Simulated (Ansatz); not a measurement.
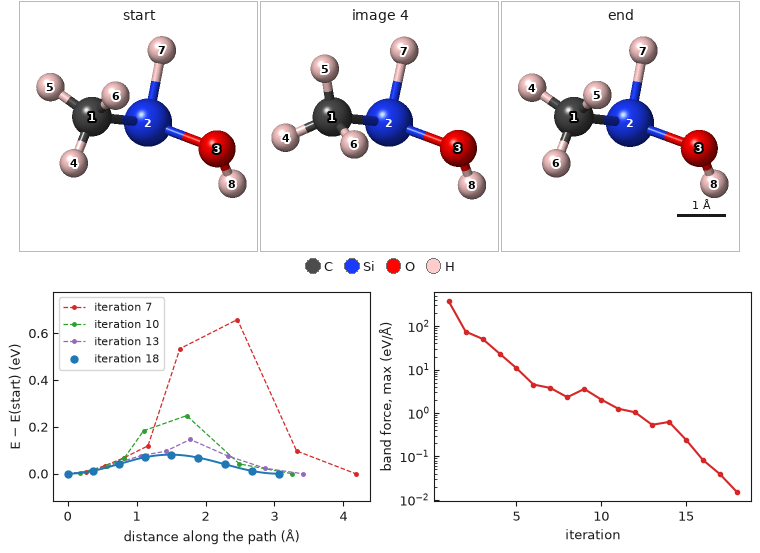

A search for the minimum-energy path of CH5OSi (charge −1) by the nudged elastic band. Images are numbered from 0 (start) to 8 (end). The plot follows the band through its iterations. A ball-and-stick model, seen at a tilt.

All numbers below come from RKS BHLYP/def2-SVP in Ansatz 0.2.0. Run with 7 movable images; climbing image; force threshold 0.03 eV/Å; iteration limit 60; starting path through a guess of the saddle point.

Q: Did the band converge, and can the barrier be trusted?

A: The result is final at these settings. The band converged in 18 iterations. The largest component of the band force went from 380 to 0.015 eV/Å. The climbing image converged on the top of the path. Its vibrational analysis gives one imaginary mode (184i cm⁻¹), as a transition state must have. The first iteration put the highest image at 104.525 eV. The barrier is about 0.081 eV in both directions, with image 4 at the top; the ends have the same energy.

Limits of the set-up: the basis has no diffuse functions, which an anion needs.
